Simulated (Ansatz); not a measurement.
# LiCdCl3, from a guessed structure to a relaxed one

Starting from a made-up structure for LiCdCl3, the aim is the relaxed cell, its shortest contacts and, where a second run follows, its electronic structure.

Calculated with Ansatz 0.2.0; DFT, PBEsol, plane-wave PAW, files of the set soft_1, scalar-relativistic, no spin, cell and ions relaxed at zero pressure; PAW set soft_1.

## (1) The structure

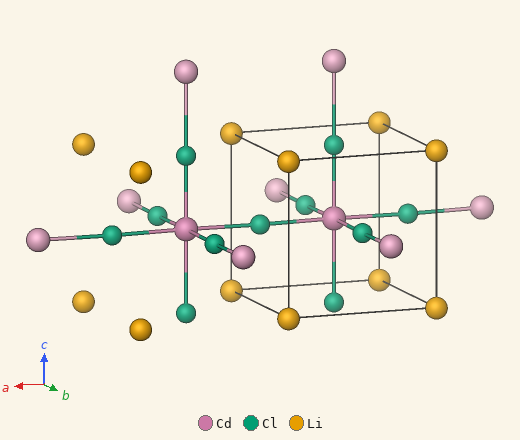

The cell as given, from a free direction (cadmium pink, chlorine teal, lithium orange). 2×1×1 cells are drawn. Some periodic images of atoms are drawn too.

## (2) Relaxation of the guess

The guessed cell has no reason to be at equilibrium. It is relaxed with the atoms, within the space group of the guess.

The input, input.yaml:

```yaml
crystal:
  lattice:
    - [5.091, 0.0, 0.0]
    - [0.0, 5.091, 0.0]
    - [0.0, 0.0, 5.146]
  atoms:
    - { symbol: Cd, position: [0.5, 0.5, 0.512] }
    - { symbol: Cl, position: [0.5, 0.0, 0.507] }
    - { symbol: Cl, position: [0.0, 0.5, 0.507] }
    - { symbol: Cl, position: [0.5, 0.5, 0.9779] }
    - { symbol: Li, position: [0.0, 0.0, 0.996] }
kpoints:
  mp_grid: { grid: [5, 5, 5] }
scf:
  occupations: { method: fermi_dirac, width: 0.05 }
hamiltonian:
  xc: pbesol
  pseudopotentials: { kind: paw, azcp: { folder: soft_1 }, xc_functional: pbe }
relax:
  f_tol: 0.015
  max_steps: 70
  cell: {}
output:
  forces: true
  stress: true
```

Launch:

```bash
$ ansatz run input.yaml --threads 4 --pin off --max-ram 8192MiB --backend cpu --events-out ev --progress --plain --runs-dir out
```

Numbers of over 12 decimals in the logs are rounded to 6 here.

Output:

```text
Engine: ansatz 0.2.0, x86_64-unknown-linux-gnu
Pseudopotentials: kind: paw
Pseudopotential: Cd, paw, valence charge 20, recommended cutoff 420 eV (normal), soft_1/Cd.paw.azcp
Pseudopotential: Cl, paw, valence charge 7, recommended cutoff 420 eV (normal), soft_1/Cl.paw.azcp
Pseudopotential: Li, paw, valence charge 3, recommended cutoff 420 eV (normal), soft_1/Li.paw.azcp
Functional definition: PBEsol
  exchange = pbesol_x
  correlation = pbesol_c
Crystal: 5 atoms, lattice volume = 133.375 Å³
Basis set: ecut = 420 eV, 2577 PW (Γ), exchange–correlation on 72×72×72 points (8 copies of the dense FFT grid, shifted against one another)
Bands: 27, of which v1, the nominal top of the filled ones, is band 22 counted from 1 (21 counted from 0)
Symmetry: 8 space group operations
Space group: P4mm (ITA 99), of the structure as read, at distance tolerance 5.1e-5 Å
k-points: 18 of 125 (time reversal used)
Non-local potential: Cd, projectors of the file, l = 0: 3, l = 1: 2, l = 2: 2, l = 3: 1
Non-local potential: Cl, projectors of the file, l = 0: 2, l = 1: 2, l = 2: 1
Non-local potential: Li, projectors of the file, l = 0: 3, l = 1: 2, l = 2: 1
PAW form: soft (Blöchl's): semilocal exchange-correlation on the pseudo side does not see the compensation charge
PAW frozen core: Cd, regenerated for the run's functional, and the local potential with it (the file was generated under x = pbe(κ = 0.804, μ = 0.219515), c = pbe(β = 0.066725))
PAW frozen core: Cl, regenerated for the run's functional, and the local potential with it (the file was generated under x = pbe(κ = 0.804, μ = 0.219515), c = pbe(β = 0.066725))
PAW one-centre angular grid: Cd, 590 points (default); XC on 64 Gauss nodes
PAW one-centre angular grid: Cl, 110 points (default); XC on 64 Gauss nodes
PAW one-centre angular grid: Li, 110 points (default); XC on 64 Gauss nodes
Initial density: superposition of atomic densities (chi_scale 0.1, normalization cell), built separately for each of the 2 bonded fragments (scf.initial_density.interfragment_charge_transfer: auto; true builds it for the cell as a whole; a typed value also counts as a typed key of the start: scf.initial_density.chi_scale says what that changes, if anything)
Initial wavefunctions: pseudopotential atomic-orbital guess
Functional: x = pbesol(κ = 0.804, μ = 0.123457), c = pbesol(β = 0.046)
SCF iter   1: F=—  HF=-11577.065458 eV  |F-HF|=—  |Δ(HF+E_count)|=         —  Δρ=5.68e-2  dr2=5.35e0  ethr=3.10e-3  ⟨swp⟩=7.7  Hψ=2475  notcnv=0
preconditioner: auto → Resta (q_TF=auto, 2.268 Å⁻¹)  ε∞=3.2  [insulator: Δε(μ)=0.685 eV  Ē_g=12.738 eV  σ=0.050 eV  W_gap=0.99  n_scr=26 (ndim 8)  ℏωp=18.7 eV  f_vac=0.021  D(μ)=0.00/eV (n_scr^D=0)  ε∞_Penn≈3.2]
SCF iter   2: F=—  HF=-11575.086046 eV  |F-HF|=—  |Δ(HF+E_count)|=    1.98e0  Δρ=1.47e-2  dr2=6.23e-1  ethr=3.10e-3  ⟨swp⟩=3.0  Hψ=1159  notcnv=0  defer=15
SCF iter   3: F=—  HF=-11574.887135 eV  |F-HF|=—  |Δ(HF+E_count)|=   1.99e-1  Δρ=6.56e-3  dr2=1.61e-1  ethr=1.42e-3  ⟨swp⟩=3.6  Hψ=819  notcnv=0  defer=15
SCF iter   4: F=—  HF=-11574.846785 eV  |F-HF|=—  |Δ(HF+E_count)|=   4.03e-2  Δρ=1.47e-3  dr2=8.29e-3  ethr=3.66e-4  ⟨swp⟩=3.1  Hψ=951  notcnv=0  defer=17
SCF iter   5: F=—  HF=-11574.848000 eV  |F-HF|=—  |Δ(HF+E_count)|=   1.22e-3  Δρ=3.26e-4  dr2=2.85e-4  ethr=1.88e-5  ⟨swp⟩=2.2  Hψ=739  notcnv=0  defer=17
SCF iter   6: F=—  HF=-11574.848225 eV  |F-HF|=—  |Δ(HF+E_count)|=   2.25e-4  Δρ=1.09e-4  dr2=2.12e-5  ethr=6.47e-7  ⟨swp⟩=2.1  Hψ=780  notcnv=0  defer=17
SCF iter   7: F=—  HF=-11574.848271 eV  |F-HF|=—  |Δ(HF+E_count)|=   4.55e-5  Δρ=1.99e-5  dr2=8.38e-7  ethr=4.82e-8  ⟨swp⟩=2.0  Hψ=727  notcnv=0  defer=17
SCF iter   8: F=-11574.848272 eV  HF=-11574.848272 eV  |F-HF|=4.17e-8  |Δ(HF+E_count)|=   1.18e-6  Δρ=6.83e-6  dr2=7.09e-8  ethr=2.27e-10  ⟨swp⟩=5.3  Hψ=1897  notcnv=0
SCF 1 converged in 8 iterations: F = -11574.848272 eV  dr2 = 7.09e-8
  greatest PAW one-centre occupation: 1.000 electrons in one spin orbital (limit 2), on the Cd atom at site 0 (counted from 0), in its partial waves of l = 0
relax step   1: F+E_penalty+E_count = -11574.84827190 eV  Δ(F+E_penalty+E_count) = +0.000e0 eV  max|allowed force component| = 1.381e0 eV/Å  Δτ_max = 0.0000 Å  P = +0.656 GPa  Ω = 133.375 Å³  (8 SCF iters, dr2 threshold 1.00e-7 eV, accepted)
Crystal: 5 atoms, lattice volume = 132.369 Å³
Basis set: ecut = 420 eV, 2553 PW (Γ), exchange–correlation on 72×72×72 points (8 copies of the dense FFT grid, shifted against one another)
Initial density: handed on by an earlier stage of this run
Initial wavefunctions: those handed on with the density
iter 1 solved again at ethr=1.25e-4 eV; its pass at ethr=3.10e-3 eV (dr2=5.52e-2 eV) is discarded
SCF iter   1: F=—  HF=-11574.956346 eV  |F-HF|=—  |Δ(HF+E_count)|=         —  Δρ=7.63e-3  dr2=5.89e-2  ethr=1.25e-4  ⟨swp⟩=1.4  Hψ=2795  notcnv=0
preconditioner: auto → Resta (q_TF=auto, 2.271 Å⁻¹)  ε∞=3.8  [insulator: Δε(μ)=2.019 eV  Ē_g=11.275 eV  σ=0.050 eV  W_gap=1.00  n_scr=26 (ndim 8)  ℏωp=18.8 eV  f_vac=0.206  D(μ)=0.00/eV (n_scr^D=0)  ε∞_Penn≈3.8]
SCF iter   2: F=—  HF=-11574.942702 eV  |F-HF|=—  |Δ(HF+E_count)|=   1.36e-2  Δρ=3.27e-3  dr2=7.19e-3  ethr=1.25e-4  ⟨swp⟩=2.5  Hψ=834  notcnv=0
SCF iter   3: F=—  HF=-11574.942961 eV  |F-HF|=—  |Δ(HF+E_count)|=   2.59e-4  Δρ=7.45e-4  dr2=3.46e-4  ethr=1.64e-5  ⟨swp⟩=2.0  Hψ=796  notcnv=0
SCF iter   4: F=—  HF=-11574.943319 eV  |F-HF|=—  |Δ(HF+E_count)|=   3.58e-4  Δρ=2.30e-4  dr2=5.09e-5  ethr=7.87e-7  ⟨swp⟩=2.3  Hψ=882  notcnv=0
SCF iter   5: F=—  HF=-11574.943312 eV  |F-HF|=—  |Δ(HF+E_count)|=   6.31e-6  Δρ=4.58e-5  dr2=3.30e-6  ethr=1.16e-7  ⟨swp⟩=2.0  Hψ=802  notcnv=0
SCF iter   6: F=—  HF=-11574.943317 eV  |F-HF|=—  |Δ(HF+E_count)|=   4.74e-6  Δρ=1.67e-5  dr2=6.84e-7  ethr=1.14e-9  ⟨swp⟩=5.5  Hψ=1898  notcnv=0
SCF iter   7: F=-11574.943318 eV  HF=-11574.943318 eV  |F-HF|=8.67e-8  |Δ(HF+E_count)|=   2.85e-7  Δρ=5.30e-6  dr2=1.04e-7  ethr=1.14e-9  ⟨swp⟩=5.0  Hψ=1752  notcnv=0
SCF 2 converged in 7 iterations: F = -11574.943318 eV  dr2 = 1.04e-7
relax step   2: F+E_penalty+E_count = -11574.94331759 eV  Δ(F+E_penalty+E_count) = -9.505e-2 eV  max|allowed force component| = 1.188e-1 eV/Å  Δτ_max = 0.1943 Å  P = +0.264 GPa  Ω = 132.369 Å³  energy of the carried Pulay correction = +6.413e-5 eV  (7 SCF iters, dr2 threshold 5.00e-7 eV, accepted)
Crystal: 5 atoms, lattice volume = 133.592 Å³
iter 1 solved again at ethr=2.79e-5 eV; its pass at ethr=3.10e-3 eV (dr2=1.23e-2 eV) is discarded
SCF iter   1: F=—  HF=-11574.956194 eV  |F-HF|=—  |Δ(HF+E_count)|=         —  Δρ=3.14e-3  dr2=1.29e-2  ethr=2.79e-5  ⟨swp⟩=1.4  Hψ=2655  notcnv=0
[...]
relax step  11: F+E_penalty+E_count = -11575.62757348 eV  Δ(F+E_penalty+E_count) = -1.542e-2 eV  max|allowed force component| = 3.143e-1 eV/Å  Δτ_max = 0.1920 Å  P = +0.963 GPa  Ω = 132.818 Å³  energy of the carried Pulay correction = +3.541e-5 eV  (6 SCF iters, dr2 threshold 5.00e-7 eV, accepted)
relax step  12: F+E_penalty+E_count = -11575.65286347 eV  Δ(F+E_penalty+E_count) = -2.529e-2 eV  max|allowed force component| = 6.587e-2 eV/Å  Δτ_max = 0.0274 Å  P = +0.033 GPa  Ω = 136.450 Å³  energy of the carried Pulay correction = -1.910e-4 eV  (6 SCF iters, dr2 threshold 5.00e-7 eV, accepted)
relax step  13: F+E_penalty+E_count = -11575.66779054 eV  Δ(F+E_penalty+E_count) = -1.493e-2 eV  max|allowed force component| = 2.034e-1 eV/Å  Δτ_max = 0.0523 Å  P = -0.309 GPa  Ω = 138.297 Å³  energy of the carried Pulay correction = -3.024e-4 eV  (7 SCF iters, dr2 threshold 3.07e-7 eV, accepted)
relax step  14: F+E_penalty+E_count = -11575.68858909 eV  Δ(F+E_penalty+E_count) = -2.080e-2 eV  max|allowed force component| = 2.856e-1 eV/Å  Δτ_max = 0.0694 Å  P = -0.392 GPa  Ω = 138.904 Å³  energy of the carried Pulay correction = -3.385e-4 eV  (7 SCF iters, dr2 threshold 5.00e-7 eV, accepted)
relax step  15: F+E_penalty+E_count = -11575.71695290 eV  Δ(F+E_penalty+E_count) = -2.836e-2 eV  max|allowed force component| = 2.339e-1 eV/Å  Δτ_max = 0.1046 Å  P = -0.109 GPa  Ω = 140.775 Å³  energy of the carried Pulay correction = -4.480e-4 eV  (7 SCF iters, dr2 threshold 5.00e-7 eV, accepted)
relax step  16: F+E_penalty+E_count = -11575.68558492 eV  Δ(F+E_penalty+E_count) = +3.137e-2 eV  max|allowed force component| = 4.922e-1 eV/Å  Δτ_max = 0.1067 Å  P = -0.360 GPa  Ω = 139.320 Å³  energy of the carried Pulay correction = -3.630e-4 eV  (7 SCF iters, dr2 threshold 5.00e-7 eV, rejected (line search))
relax step  17: F+E_penalty+E_count = -11575.63228748 eV  Δ(F+E_penalty+E_count) = +8.467e-2 eV  max|allowed force component| = 9.850e-1 eV/Å  Δτ_max = 0.0952 Å  P = +1.228 GPa  Ω = 133.143 Å³  energy of the carried Pulay correction = +1.475e-5 eV  (11 SCF iters, rejected (line search))
relax step  18: F+E_penalty+E_count = -11575.72570184 eV  Δ(F+E_penalty+E_count) = -8.749e-3 eV  max|allowed force component| = 1.262e-2 eV/Å  Δτ_max = 0.0136 Å  P = -0.011 GPa  Ω = 139.638 Å³  energy of the carried Pulay correction = -3.817e-4 eV  (11 SCF iters, accepted)
relax step  19: F+E_penalty+E_count = -11575.72621536 eV  Δ(F+E_penalty+E_count) = -5.135e-4 eV  max|allowed force component| = 3.550e-3 eV/Å  Δτ_max = 0.0091 Å  P = +0.006 GPa  Ω = 139.521 Å³  energy of the carried Pulay correction = -3.749e-4 eV  (6 SCF iters, dr2 threshold 2.10e-8 eV, accepted)
relax step  20: F+E_penalty+E_count = -11575.73066322 eV  Δ(F+E_penalty+E_count) = -4.448e-3 eV  max|allowed force component| = 3.422e-3 eV/Å  Δτ_max = 0.0000 Å  P = +0.069 GPa  Ω = 139.521 Å³  stress off target by 2.09e-1 GPa  SCF on the basis re-selected at this cell (its energy is not comparable with the rows above)  (8 SCF iters)
relax step  21: F+E_penalty+E_count = -11575.73185538 eV  Δ(F+E_penalty+E_count) = -1.192e-3 eV  max|allowed force component| = 1.402e-2 eV/Å  Δτ_max = 0.0157 Å  P = +0.044 GPa  Ω = 140.366 Å³  energy of the carried Pulay correction = -5.184e-5 eV  (7 SCF iters, dr2 threshold 1.09e-7 eV, accepted)
relax step  22: F+E_penalty+E_count = -11575.73192152 eV  Δ(F+E_penalty+E_count) = -6.615e-5 eV  max|allowed force component| = 3.887e-3 eV/Å  Δτ_max = 0.0028 Å  P = +0.003 GPa  Ω = 140.637 Å³  energy of the carried Pulay correction = -6.821e-5 eV  (6 SCF iters, dr2 threshold 2.01e-8 eV, accepted)
iter 1 solved again at ethr=1.50e-6 eV; its pass at ethr=3.10e-3 eV (dr2=6.59e-4 eV) is discarded
SCF iter   1: F=—  HF=-11575.731588 eV  |F-HF|=—  |Δ(HF+E_count)|=         —  Δρ=5.07e-5  dr2=1.12e-7  ethr=1.50e-6  ⟨swp⟩=3.0  Hψ=3799  notcnv=0
eigensolver tolerance schedule: the retry pair's looser diagonalisation over-reported the residual by 5907.31 of it (diagonalisation noise at an unbounded share of the residual, at the tolerance the schedule requests for it); recorded, not acted on — ethr = c·dr2/N_el stays at c = 1.0e-1
preconditioner: auto → Resta (q_TF=auto, 2.248 Å⁻¹)  ε∞=3.4  [insulator: Δε(μ)=2.575 eV  Ē_g=11.856 eV  σ=0.050 eV  W_gap=1.00  n_scr=28 (ndim 8)  ℏωp=18.3 eV  f_vac=0.244  D(μ)=0.00/eV (n_scr^D=0)  ε∞_Penn≈3.4]
SCF iter   2: F=—  HF=-11575.731903 eV  |F-HF|=—  |Δ(HF+E_count)|=   3.16e-4  Δρ=2.56e-5  dr2=3.12e-8  ethr=2.54e-10  ⟨swp⟩=3.3  Hψ=1199  notcnv=0
SCF iter   3: F=—  HF=-11575.731986 eV  |F-HF|=—  |Δ(HF+E_count)|=   8.23e-5  Δρ=3.74e-6  dr2=2.62e-9  ethr=7.08e-11  ⟨swp⟩=2.2  Hψ=792  notcnv=0
SCF iter   4: F=—  HF=-11575.731987 eV  |F-HF|=—  |Δ(HF+E_count)|=   1.67e-6  Δρ=5.52e-7  dr2=5.55e-10  ethr=5.95e-12  ⟨swp⟩=2.0  Hψ=743  notcnv=0
SCF iter   5: F=—  HF=-11575.731987 eV  |F-HF|=—  |Δ(HF+E_count)|=   5.15e-9  Δρ=2.00e-7  dr2=1.31e-10  ethr=1.26e-12  ⟨swp⟩=2.2  Hψ=759  notcnv=0
SCF iter   6: F=-11575.731987 eV  HF=-11575.731987 eV  |F-HF|=8.91e-11  |Δ(HF+E_count)|=  6.33e-10  Δρ=1.19e-7  dr2=2.09e-11  ethr=1.00e-12  ⟨swp⟩=5.2  Hψ=1910  notcnv=0
SCF 23 converged in 6 iterations: F = -11575.731987 eV  dr2 = 2.09e-11
relax step  23: F+E_penalty+E_count = -11575.73198746 eV  Δ(F+E_penalty+E_count) = -6.594e-5 eV  max|allowed force component| = 3.963e-3 eV/Å  Δτ_max = 0.0000 Å  P = +0.003 GPa  Ω = 140.637 Å³  stress off target by 5.25e-3 GPa  SCF on the basis re-selected at this cell (its energy is not comparable with the rows above)  (6 SCF iters)
basis re-selected at this cell: Δ(F+E_penalty+E_count) = -6.594e-5 eV, ΔP = -0.000 GPa vs the last step (what re-selecting the basis moved, of the pressure what is left beyond the Pulay correction that the steps carried, after the strain that the cell walked since its last selection, with what the two solves' SCF thresholds leave and, on support functions, any second-order correction that the steps lacked; it is no m [...]
SCF converged after 6 iterations
Free energy (F): -11575.731987 eV
Harris-Foulkes:  -11575.731987 eV  (|F-HF|=8.91e-11)
Internal energy: -11575.731987 eV  (E = F + TS)
E sigma→0 (E₀):  -11575.731987 eV
Fermi energy:    2.553527 eV
--- Per-component energies (eV) ---
  E_band       = -779.369467
  E_kinetic    = 913.629898
  E_local      = -6266.953760  (includes V_loc(G=0)·N_el)
  E_nonlocal   = 200.139807
  E_hartree    = 2756.156189
  E_xc         = -482.441477
  E_vxc        = -553.798276  (∫ρ·V_xc dr)
  E_paw        = -5978.522394  (= ΣΔE_a)
  E_vpaw       = -584.700312  (= ΣTr[D̂ρ^β])
  E_aug_tail   = 0.000893  (compensation charges beyond the density's cutoff)
  E_ewald      = -2718.318400
  E_core_change = 0.577257  (= ΣΔE_core)
  E_smearing   = -0.000000  (= −TS)
  E_closure    = 0.000000  (closes the sum)
  Σ components = -11575.731987   (vs F -11575.731987, Δ=0.00e0)
--- Forces (eV/Å), atoms counted from 1 ---
  atom   1  Cd     0.00000000    -0.00000000     0.00396335
  atom   2  Cl     0.00000000     0.00000000    -0.00187371
  atom   3  Cl    -0.00000000    -0.00000000    -0.00187371
  atom   4  Cl    -0.00000000     0.00000000    -0.00060602
  atom   5  Li     0.00000000    -0.00000000     0.00039244
  max |Σ_I F_I| component: 2.36e-6 eV/Å
--- Stress (GPa, compression-positive) ---
        0.001238      -0.000000      -0.000000
       -0.000000       0.001238       0.000000
        0.000000       0.000000       0.005246
  P = ⅓ Tr σ = 0.0026 GPa (0.026 kbar)
--- Relaxed structure (21 steps of the walk, 19 accepted, 2 SCFs on fresh bases) ---
  F+E_penalty+E_count = -11575.73198746 eV   max|allowed force component| = 3.963e-3 eV/Å   (the final SCF, on the basis selected at the relaxed cell)
  cell:  # Å, volume = 140.6368 Å³
    - [4.767203, 0, 0]
    - [0.0, 4.767203, 0.0]
    - [0, 0.0, 6.188305]
  atoms:
    - { symbol: Cd, position: [0.5, 0.5, 0.445858] }
    - { symbol: Cl, position: [0.5, 0, 0.621375] }
    - { symbol: Cl, position: [0, 0.5, 0.621375] }
    - { symbol: Cl, position: [0.5, 0.5, 1.064300] }
    - { symbol: Li, position: [0, 0, 0.746992] }
```

Wall time 32 s (4 threads of Intel Xeon 6975P-C (Granite Rapids), shared host); peak memory 0.57 GiB.

Relaxation path (22 of 23):

```tsv
step	energy less that of the first step (eV)	largest force component (eV/Å)	pressure (GPa)	volume (Å³)
1	0.0000	1.3808	0.66	133.38
2	-0.0950	0.1188	0.26	132.37
3	-0.1038	0.1877	-0.02	133.59
4	-0.1089	0.1679	-0.07	133.84
5	-0.1892	0.3932	-0.47	134.80
6	-0.2996	0.5725	-0.62	134.71
7	-0.4032	0.7433	-0.59	134.42
8	-0.5625	0.5439	-0.15	133.24
9	-0.6928	0.3270	0.15	132.66
10	-0.7639	0.2050	0.35	132.92
11	-0.7793	0.3143	0.96	132.82
13	-0.8195	0.2034	-0.31	138.30
14	-0.8403	0.2856	-0.39	138.90
15	-0.8687	0.2339	-0.11	140.78
16	-0.8373	0.4922	-0.36	139.32
17	-0.7840	0.9850	1.23	133.14
18	-0.8774	0.0126	-0.01	139.64
19	-0.8779	0.0036	0.01	139.52
20*	-0.8824	0.0034	0.07	139.52
21	-0.8836	0.0140	0.04	140.37
22	-0.8837	0.0039	0.00	140.64
23*	-0.8837	0.0040	0.00	140.64
```

Relaxation steps marked * repeat the geometry before them on a plane-wave basis chosen anew for their cell, so energy and pressure can jump there. Other such steps can lie between the rows shown. Relaxation steps 16, 17 were tried and not accepted.

Forces are held to the 8 operations that the run works with; a distortion that breaks them can't arise in this run.

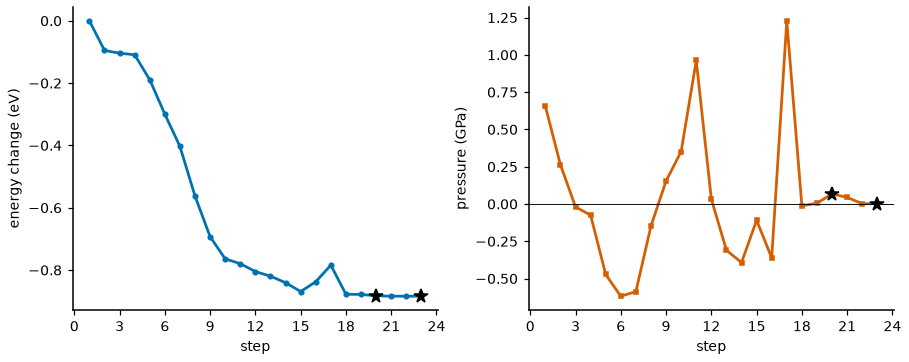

Energy and pressure along the relaxation. Stars mark steps on a basis chosen anew.

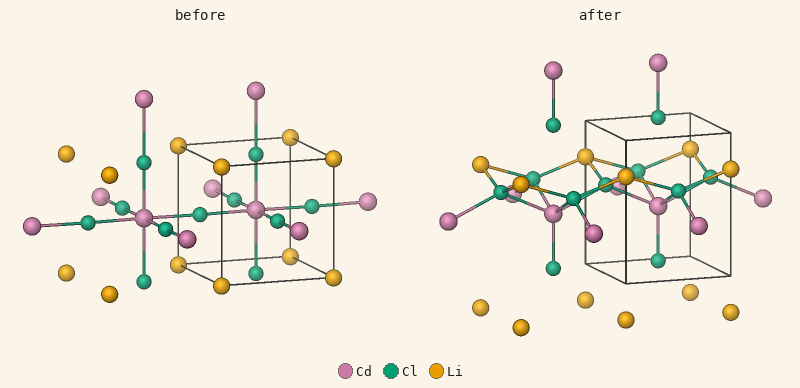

The structure before and after the relaxation, drawn at the same scale. Bonds to atoms that aren't drawn are left out.

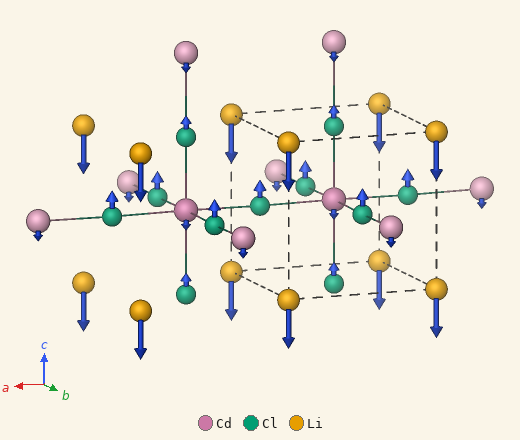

Displacements in the relaxation, scaled, measured against the changing cell; the longest in the cell stands for 1.54 Å. 2×1×1 cells are drawn. Some periodic images of atoms are drawn too.

```tsv
cell as run	before	after	change
a (Å)	5.091	4.767	-6.4 %
b (Å)	5.091	4.767	-6.4 %
c (Å)	5.146	6.188	+20.3 %
volume (Å³/atom)	26.68	28.13	+5.4 %
```

The atoms that moved most (Å, as changes of fractional coordinates times the final cell):

```tsv
atom	dx	dy	dz	length
Li5	0.000	0.000	-1.541	1.541
Cl2	0.000	0.000	0.708	0.708
Cl3	0.000	0.000	0.708	0.708
Cl4	0.000	0.000	0.535	0.535
Cd1	0.000	0.000	-0.409	0.409
```

The relaxed structure:

```xyz
5
Lattice="4.7672 0.0000 0.0000 0.0000 4.7672 0.0000 0.0000 0.0000 6.1883" Properties=species:S:1:pos:R:3 pbc="T T T"
Cd    2.3836    2.3836    2.7591
Cl    2.3836    0.0000    3.8453
Cl    0.0000    2.3836    3.8453
Cl    2.3836    2.3836    6.5862
Li    0.0000    0.0000    4.6226
```

Numbers from this step:

| Item | Value |
| --- | --- |
| free energy | -11575.7320 eV |
| Fermi energy | 2.554 eV |
| gap by band count | 2.575 eV |
| electrons | 44 |
| symmetry operations | 8 |
| pressure | 0.002574 GPa |

The shortest distance of each pair, which need not be the same contact before and after:

```tsv
pair	guess (Å)	relaxed (Å)
Cd–Cl	2.398	2.361
Cl–Li	3.579	2.507
Cl–Cl	3.515	3.371
Cd–Li	4.378	3.852
Cd–Cd	5.091	4.767
```

The relaxation ends with a largest force component of 0.0040 eV/Å and a pressure of 0.00 GPa.

## (3) Outcome

```
space group, relaxed : P4mm
conventional cell    : a = 4.767, b = 4.767, c = 6.188 Å; α = 90.0°, β = 90.0°, γ = 90.0°
volume per atom      : 28.13 Å³ (guess 26.68)
```

LiCdCl3 relaxes to P4mm with a = 4.767, b = 4.767 and c = 6.188 Å. The guessed volume was 5 % too small. The space group P4mm was held in the relaxation, so the end point is a stationary structure within it and may be a saddle against distortions or other arrangements. Mesh and cutoff weren't tested. A vector of the cell changed its length by 20 %, so the starting arrangement is largely lost and the mesh was laid for another shape. No dispersion term is used, so weakly bound directions may come out too long. Nothing here tests whether the compound is stable against decomposition.

[Logs are printed without paths, hosts, clocks, repeated set-up lines and the standing remarks that a program may print on its own settings, such as how far it seeks lower states.]

[Hosts, paths, dates, database ids (printed as entryN), source tags and the programs' standing remarks are cut or masked in the printed files.]
